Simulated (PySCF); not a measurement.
## Pb²⁺: atomic calculation

Pb²⁺, configuration 1s2 2s2 2p6 3s2 3p6 3d10 4s2 4p6 4d10 4f14 5s2 5p6 5d9 6s2 7s1, multiplicity 1. Computed at this level: unrestricted r2SCAN, aug-cc-pVTZ-PP with ECP60, scalar-relativistic core potential (PySCF).

**The program's output (extracts)**
```
damping factor = 0
level_shift factor = 0
DIIS = <class 'pyscf.scf.diis.CDIIS'>
diis_start_cycle = 1
diis_space = 10
diis_damp = 0
SCF conv_tol = 1e-09
SCF conv_tol_grad = None
number electrons alpha = 10  beta = 10
XC functionals = R2SCAN
    J. W. Furness, A. D. Kaplan, J. Ning, J. P. Perdew, and J. Sun.,  J. Phys. Chem. Lett. 11, 8208-8215 (2020)
    J. W. Furness, A. D. Kaplan, J. Ning, J. P. Perdew, and J. Sun.,  J. Phys. Chem. Lett. 11, 9248-9248 (2020)
    J. W. Furness, A. D. Kaplan, J. Ning, J. P. Perdew, and J. Sun.,  J. Phys. Chem. Lett. 11, 8208-8215 (2020)
    J. W. Furness, A. D. Kaplan, J. Ning, J. P. Perdew, and J. Sun.,  J. Phys. Chem. Lett. 11, 9248-9248 (2020)
cycle= 1 E= -190.990874717008  delta_E= -0.00774  |g|= 0.0084  |ddm|= 1.16
cycle= 2 E= -190.99121862049  delta_E= -0.000344  |g|= 0.00391  |ddm|= 0.248
cycle= 3 E= -190.991422783236  delta_E= -0.000204  |g|= 0.00262  |ddm|= 0.124
cycle= 4 E= -190.991526555115  delta_E= -0.000104  |g|= 0.00138  |ddm|= 0.102
cycle= 5 E= -190.991560273207  delta_E= -3.37e-05  |g|= 0.000498  |ddm|= 0.0845
cycle= 6 E= -190.991562381507  delta_E= -2.11e-06  |g|= 0.000266  |ddm|= 0.0182
cycle= 7 E= -190.991563175025  delta_E= -7.94e-07  |g|= 9.47e-06  |ddm|= 0.0208
cycle= 8 E= -190.99156317599  delta_E= -9.65e-10  |g|= 2.15e-06  |ddm|= 0.000562
converged SCF energy = -190.99156317599  <S^2> = 1.0002019  2S+1 = 2.2362485
```

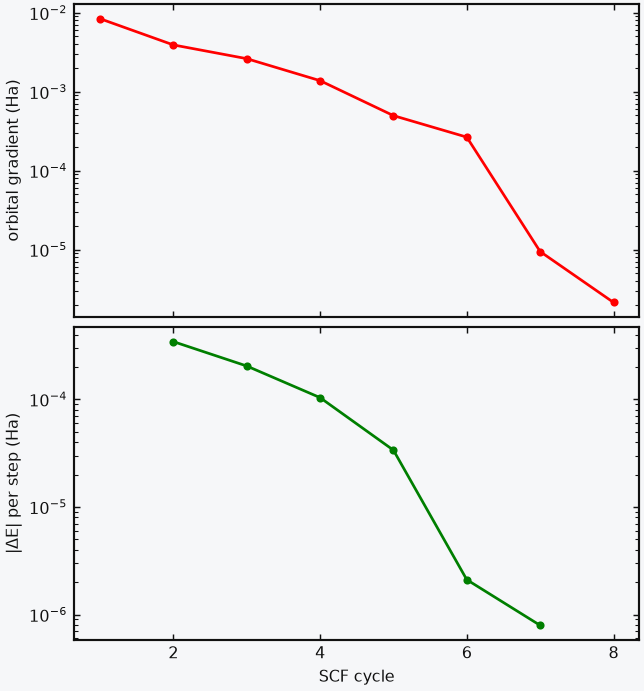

Fig. 1: Convergence: orbital gradient and change of the energy from step to step (the smallest changes aren't drawn) against the SCF cycle. The residual falls at every step. It goes from 0.0084 to 2.2×10⁻⁶ in 8 steps.

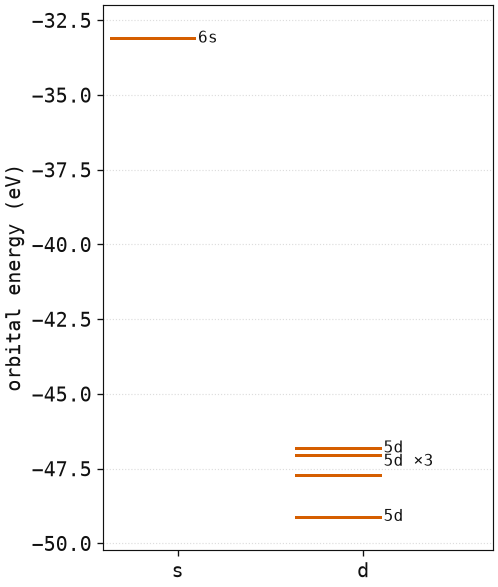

Fig. 2: Orbital energies of the mean field, from the top down to −49.1 eV, by angular momentum; ×n counts the orbitals under one label. Empty levels that the record names by l alone aren't drawn. The highest filled orbital is 7s at −11.9 eV, the lowest empty one d at −45.7 eV.

**The input**
```python
from pyscf import gto, scf, dft, mp, cc
mol = gto.M(atom="Pb 0 0 0", charge=2, spin=0, symmetry="D2h",
            basis="aug-cc-pVTZ-PP",
            ecp="aug-cc-pVTZ-PP")
mf = dft.UKS(mol, xc="R2SCAN")
mf.irrep_nelec = {'Ag': (4, 4), 'B1g': (1, 1), 'B2g': (1, 1), 'B3g': (1, 1), 'B1u': (1, 1), 'B2u': (1, 1), 'B3u': (1, 1)}
mf.kernel()
```

The script is an equivalent of what the driver set up; the driver started from orbitals of its own, so the log can be shorter than this script's would be, and it computed the properties (radii, ⟨L²⟩, response) afterwards. It held the occupations shell by shell, which the script's counts by irreducible representation don't always enforce.

**Summary**

| quantity | value |
| --- | --- |
| outcome | converged |
| total energy (valence electrons, under a core potential) | −190.991563 hartree |
| ⟨S²⟩ | 1.000 |
| ⟨L²⟩ | 6.24 |
| SCF iterations | 8 |
| hardware | 1 CPU thread, shared host |
| CPU time | 4.1 s (integrals apart) |

**Notes**

The driver held the occupations shell by shell, and empty d and p levels lie below the filled 7s. The script shown fixes the counts by irreducible representation only, so by itself it can fall to another configuration. This is not the ground configuration of the species. ⟨S²⟩ is 1.00 where a pure state of this multiplicity has 0.00, so the determinant is spin-contaminated.
